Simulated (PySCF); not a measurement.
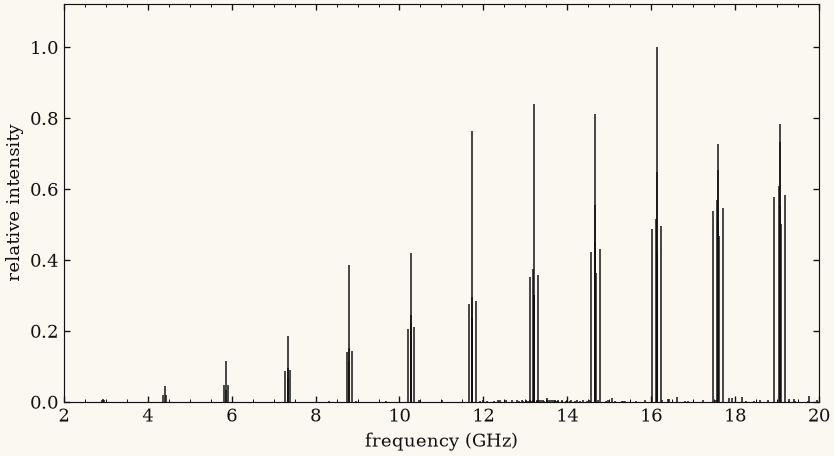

C₄H₂F₃NO, SMILES N#C/C=C(\F)OC(F)F. Simulated rotational absorption lines between 2 and 20 GHz at 5 K: rigid rotor with the equilibrium constants and dipole of one optimised conformer (PBE0-D3(BJ)/def2-SVP, PySCF 2.14.0), commonest isotopes; no centrifugal distortion, hyperfine structure, internal rotation or nuclear-spin weights; lines within 1 MHz of each other are summed.

What are the rotational constants, and what kind of rotor is it?

Rotational constants A, B, C = 5.229, 0.7438, 0.7229 GHz; Ray's κ = −0.99, a near-prolate asymmetric top.

Which dipole components drive the lines?

|μa|, |μb|, |μc| = 3.57, 0.41, 0.69 D; a-type lines carry 98 % of the intensity in this range.

Note: coarse grid, loose stop and no frequency check, small forces are noise and the end may be a saddle.
